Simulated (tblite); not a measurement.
# Geometry relaxation of C$_{4}$H$_{10}$NOSi$_{2}$ (part 4 of 4)

The same run, continued: C$_{4}$H$_{10}$NOSi$_{2}$, multiplicity 2; GFN2-xTB geometry optimisation, gas phase (tblite 0.8.0). It belongs to a series of runs on one base structure; here: H removed from Si.

Trajectory as extended XYZ, continued:
```
18
Properties=species:S:1:pos:R:3:forces:R:3 step=121 energy=-654.18950
C    -0.5882    3.5042   -0.4077   -0.0120  -0.0180   0.0020
C    -0.7191    2.3300   -0.1622    0.0140   0.0240   0.0090
Si   -0.7352    0.5863    0.4685    0.0050  -0.0160  -0.0120
N    -2.3029    0.0649   -0.0628    0.0030   0.0150   0.0120
C    -2.8441   -1.2417    0.1932   -0.0330  -0.0020   0.0020
Si    0.8406   -0.8876   -0.2530   -0.0010   0.0070   0.0030
O     2.0759   -0.0076    0.3408    0.0240   0.0250  -0.0260
C     3.4273   -0.2891    0.2255    0.0200   0.0080   0.0040
H    -0.5034    4.5204   -0.6710   -0.0070  -0.0070  -0.0020
H    -3.0225    0.7609   -0.1826    0.0010  -0.0190   0.0000
H    -3.5307   -1.5295   -0.6083    0.0390  -0.0150   0.0070
H    -3.3959   -1.2946    1.1412    0.0390   0.0160  -0.0210
H    -2.0269   -1.9617    0.2293   -0.0470   0.0090  -0.0030
H     1.1506   -1.2913   -1.6435   -0.0160   0.0080   0.0200
H     0.7747   -2.1851    0.4574    0.0030  -0.0080  -0.0160
H     3.7589   -0.1890   -0.8125   -0.0220  -0.0280   0.0140
H     3.9817    0.4206    0.8406   -0.0010   0.0140   0.0130
H     3.6505   -1.3037    0.5661   -0.0110  -0.0120  -0.0080
18
Properties=species:S:1:pos:R:3:forces:R:3 step=124 energy=-654.19090
C    -0.6090    3.5114   -0.4047   -0.0240  -0.0070   0.0000
C    -0.7276    2.3357   -0.1609    0.0160   0.0170  -0.0040
Si   -0.7325    0.5891    0.4578    0.0340   0.0140   0.0480
N    -2.3032    0.0694   -0.0580    0.0100   0.0130  -0.0070
C    -2.8392   -1.2382    0.1982    0.0030   0.0070  -0.0030
Si    0.8443   -0.8795   -0.2652    0.0470   0.0280   0.0020
O     2.0832   -0.0039    0.3324   -0.0150  -0.0230  -0.0340
C     3.4318   -0.3051    0.2333    0.0050   0.0000  -0.0120
H    -0.5412    4.5289   -0.6655    0.0050   0.0110  -0.0030
H    -3.0216    0.7643   -0.1835   -0.0270  -0.0040  -0.0030
H    -3.5062   -1.5377   -0.6142    0.0190  -0.0370  -0.0040
H    -3.4059   -1.2879    1.1356    0.0020   0.0190   0.0140
H    -2.0148   -1.9472    0.2588   -0.0460  -0.0270  -0.0210
H     1.1529   -1.2706   -1.6575   -0.0060   0.0020  -0.0170
H     0.7800   -2.1859    0.4268   -0.0010  -0.0120   0.0090
H     3.7698   -0.2483   -0.8056   -0.0250  -0.0170  -0.0010
H     3.9894    0.4236    0.8227    0.0130  -0.0150   0.0260
H     3.6408   -1.3117    0.6084   -0.0110   0.0330   0.0090
18
Properties=species:S:1:pos:R:3:forces:R:3 step=127 energy=-654.19264
C    -0.6409    3.5231   -0.4013   -0.0050   0.0080  -0.0010
C    -0.7298    2.3445   -0.1603   -0.0080   0.0060   0.0020
Si   -0.7272    0.5971    0.4560    0.0040   0.0170   0.0340
N    -2.2994    0.0736   -0.0552    0.0090  -0.0180  -0.0080
C    -2.8323   -1.2352    0.2056    0.0320  -0.0120  -0.0140
Si    0.8524   -0.8592   -0.2845   -0.0190  -0.0550   0.0000
O     2.0933   -0.0022    0.3294   -0.0080   0.0210  -0.0130
C     3.4369   -0.3266    0.2439    0.0080  -0.0090  -0.0130
H    -0.5872    4.5425   -0.6581    0.0020   0.0080  -0.0060
H    -3.0218    0.7626   -0.1913   -0.0010   0.0030   0.0010
H    -3.4737   -1.5562   -0.6201   -0.0120   0.0080   0.0320
H    -3.4165   -1.2757    1.1334   -0.0030   0.0090  -0.0310
H    -2.0061   -1.9393    0.2904   -0.0170  -0.0180   0.0070
H     1.1544   -1.2371   -1.6825    0.0080   0.0190  -0.0090
H     0.7841   -2.1788    0.3865   -0.0060   0.0140   0.0020
H     3.7706   -0.3288   -0.7975    0.0080   0.0040   0.0010
H     4.0075    0.4199    0.7990    0.0000  -0.0320  -0.0010
H     3.6269   -1.3180    0.6659    0.0080   0.0250   0.0170
18
Properties=species:S:1:pos:R:3:forces:R:3 step=130 energy=-654.19349
C    -0.6555    3.5286   -0.3990   -0.0010  -0.0110   0.0010
C    -0.7343    2.3498   -0.1545   -0.0100   0.0160   0.0020
Si   -0.7270    0.6018    0.4630    0.0050   0.0010  -0.0040
N    -2.2961    0.0732   -0.0571    0.0250  -0.0080  -0.0050
C    -2.8274   -1.2352    0.2080    0.0010  -0.0170  -0.0070
Si    0.8530   -0.8522   -0.2905   -0.0120   0.0020   0.0030
O     2.0985   -0.0007    0.3245   -0.0060   0.0060  -0.0150
C     3.4401   -0.3376    0.2468    0.0060   0.0060  -0.0020
H    -0.6070    4.5476   -0.6597   -0.0010  -0.0030  -0.0010
H    -3.0205    0.7590   -0.1992    0.0070   0.0080   0.0020
H    -3.4642   -1.5651   -0.6182    0.0000   0.0230   0.0200
H    -3.4206   -1.2690    1.1308    0.0210  -0.0040  -0.0290
H    -2.0004   -1.9369    0.3017   -0.0200  -0.0190   0.0210
H     1.1501   -1.2094   -1.6955    0.0030   0.0060   0.0090
H     0.7860   -2.1766    0.3694   -0.0060   0.0090  -0.0030
H     3.7764   -0.3670   -0.7935   -0.0030   0.0000   0.0100
H     4.0181    0.4138    0.7867   -0.0090   0.0010  -0.0060
H     3.6222   -1.3178    0.6954    0.0000  -0.0160   0.0040
18
Properties=species:S:1:pos:R:3:forces:R:3 step=134 energy=-654.19401
C    -0.6660    3.5335   -0.3960    0.0040   0.0050   0.0010
C    -0.7424    2.3551   -0.1497   -0.0060  -0.0030   0.0050
Si   -0.7267    0.6074    0.4685    0.0020   0.0020   0.0020
N    -2.2891    0.0686   -0.0595    0.0020  -0.0020  -0.0050
C    -2.8245   -1.2380    0.2081    0.0040  -0.0030   0.0050
Si    0.8542   -0.8414   -0.2895    0.0010   0.0100  -0.0050
O     2.1047    0.0059    0.3215   -0.0010  -0.0060   0.0020
C     3.4431   -0.3460    0.2471   -0.0070  -0.0060   0.0010
H    -0.6180    4.5526   -0.6566   -0.0050  -0.0020  -0.0020
H    -3.0132    0.7533   -0.2119    0.0170  -0.0080   0.0050
H    -3.4555   -1.5686   -0.6214    0.0010   0.0030   0.0010
H    -3.4266   -1.2650    1.1243    0.0000   0.0050   0.0000
H    -2.0032   -1.9442    0.3179   -0.0050   0.0020  -0.0060
H     1.1444   -1.1882   -1.6976    0.0060  -0.0060  -0.0030
H     0.7883   -2.1686    0.3630   -0.0050   0.0010   0.0020
H     3.7765   -0.3932   -0.7930    0.0080   0.0030  -0.0010
H     4.0299    0.4063    0.7760   -0.0110  -0.0010  -0.0040
H     3.6153   -1.3231    0.7078   -0.0050   0.0050   0.0010
18
Properties=species:S:1:pos:R:3:forces:R:3 step=137 energy=-654.19412
C    -0.6647    3.5333   -0.3965    0.0000   0.0020   0.0000
C    -0.7416    2.3553   -0.1483   -0.0060   0.0020   0.0010
Si   -0.7257    0.6071    0.4683   -0.0010  -0.0020   0.0030
N    -2.2877    0.0681   -0.0613    0.0070   0.0010   0.0070
C    -2.8234   -1.2380    0.2086   -0.0060   0.0050  -0.0030
Si    0.8529   -0.8419   -0.2922    0.0050  -0.0160  -0.0030
O     2.1026    0.0031    0.3222    0.0110   0.0030  -0.0030
C     3.4416   -0.3457    0.2480    0.0050   0.0050  -0.0020
H    -0.6181    4.5517   -0.6594   -0.0020   0.0010   0.0000
H    -3.0118    0.7538   -0.2086    0.0110  -0.0090   0.0020
H    -3.4578   -1.5662   -0.6190   -0.0030  -0.0050  -0.0010
H    -3.4225   -1.2647    1.1267    0.0010   0.0070   0.0020
H    -2.0033   -1.9458    0.3148    0.0010   0.0020  -0.0050
H     1.1451   -1.1902   -1.7001    0.0030  -0.0020   0.0050
H     0.7858   -2.1694    0.3616   -0.0070   0.0080  -0.0060
H     3.7772   -0.3907   -0.7919   -0.0050  -0.0050   0.0090
H     4.0260    0.4085    0.7770   -0.0080  -0.0010   0.0000
H     3.6166   -1.3219    0.7094   -0.0070   0.0030  -0.0050
18
Properties=species:S:1:pos:R:3:forces:R:3 step=140 energy=-654.19424
C    -0.6661    3.5333   -0.3981   -0.0070  -0.0050   0.0020
C    -0.7435    2.3556   -0.1486    0.0020   0.0060   0.0010
Si   -0.7228    0.6072    0.4683    0.0030   0.0000  -0.0030
N    -2.2847    0.0678   -0.0603    0.0010  -0.0020   0.0040
C    -2.8219   -1.2374    0.2100   -0.0010  -0.0040  -0.0030
Si    0.8533   -0.8421   -0.2977    0.0010   0.0050  -0.0010
O     2.1021    0.0018    0.3201    0.0010  -0.0050  -0.0060
C     3.4414   -0.3467    0.2508    0.0000   0.0010  -0.0020
H    -0.6230    4.5516   -0.6622    0.0010   0.0010   0.0000
H    -3.0089    0.7538   -0.2038    0.0020   0.0030  -0.0030
H    -3.4597   -1.5640   -0.6157   -0.0060   0.0000   0.0030
H    -3.4170   -1.2631    1.1307   -0.0020   0.0000   0.0000
H    -2.0029   -1.9471    0.3118    0.0030   0.0030  -0.0010
H     1.1475   -1.1874   -1.7056    0.0040  -0.0020   0.0010
H     0.7800   -2.1705    0.3515    0.0000  -0.0030   0.0020
H     3.7797   -0.3983   -0.7879   -0.0040  -0.0010   0.0090
H     4.0223    0.4116    0.7771    0.0060   0.0010   0.0010
H     3.6155   -1.3199    0.7187   -0.0040   0.0020  -0.0040
```

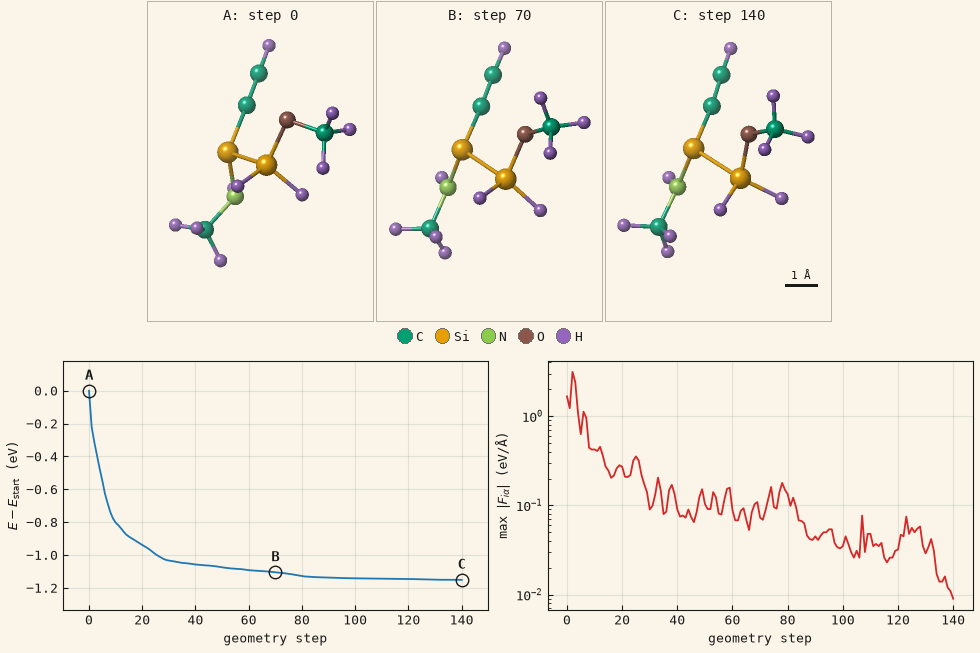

*Frames of the relaxation (ball-and-stick view, seen at a tilt) above the curves, on which the letters mark them (steps are counted from 0).*

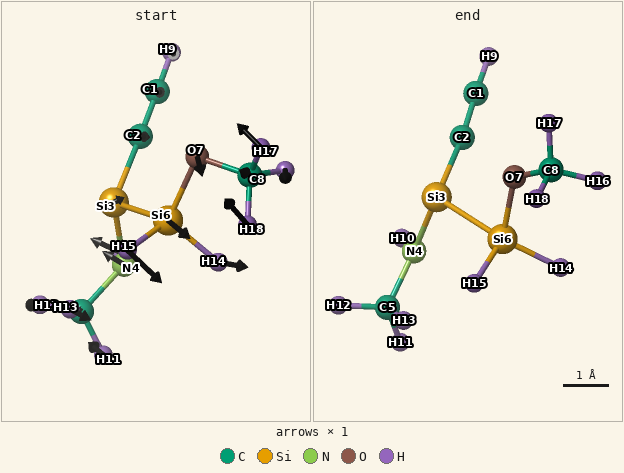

*Before (left) and after (right) the relaxation, at one scale (ball-and-stick view, seen at a tilt). The black arrows give the displacements, at true length.*

The largest move after the best rigid fit is that of H18, 1.15 Å. Largest moves by element: H 1.15 Å, Si 0.71 Å, N 0.58 Å, O 0.50 Å, C 0.38 Å. Among the contacts that change: Si6–O7 1.719 → 1.629 Å, Si3–N4 1.803 → 1.735 Å, Si3–Si6 2.210 → 2.274 Å, C8–H18 1.134 → 1.094 Å. Among the angles that change: Si6–O7–C8 105.5° → 126.3°, Si3–Si6–O7 113.3° → 94.2°, Si3–N4–C5 107.7° → 124.2°. The energy falls by 1.151 eV in 140 geometry steps. Largest force component: 1.7 eV/Å at the start, 0.009 eV/Å at the end. (Atoms are counted from 1 in the order of the input.)

This output came from the following input.

Input file:
```
{"job": {"kind": "relax", "xc": "GFN2-xTB", "basis": "xTB"}, "charge": 0, "multiplicity": 2}
C     -0.541600     3.439200    -0.065100
C     -0.716500     2.267300     0.184300
Si    -0.948600     0.504300     0.610000
N     -2.135200    -0.140300    -0.585400
C     -2.793000    -1.300900     0.022400
Si     0.921600    -0.648400     0.372400
O      2.336000     0.284300     0.663400
C      3.345900    -0.314600    -0.104300
H     -0.419600     4.480200    -0.289000
H     -2.786500     0.561500    -0.948300
H     -3.038100    -1.994800    -0.815600
H     -3.705000    -0.946100     0.536600
H     -2.147200    -1.795600     0.764900
H      1.056500    -1.264100    -0.966900
H      0.851700    -1.758000     1.358100
H      3.288200     0.207000    -1.082000
H      4.335100    -0.175800     0.318100
H      3.087600    -1.398900    -0.314400
```

The first line tells a small driver script what to run in tblite; the rest is the geometry in Å.

Launched with:
```bash
OMP_NUM_THREADS=1 python <driver script> task.json out
```

Key numbers:

| quantity | value |
| --- | --- |
| outcome | converged |
| total energy | −654.1942 eV |
| hardware | 1 CPU thread, shared host |
| wall time | 1 s |
| peak memory | 0.18 GiB |
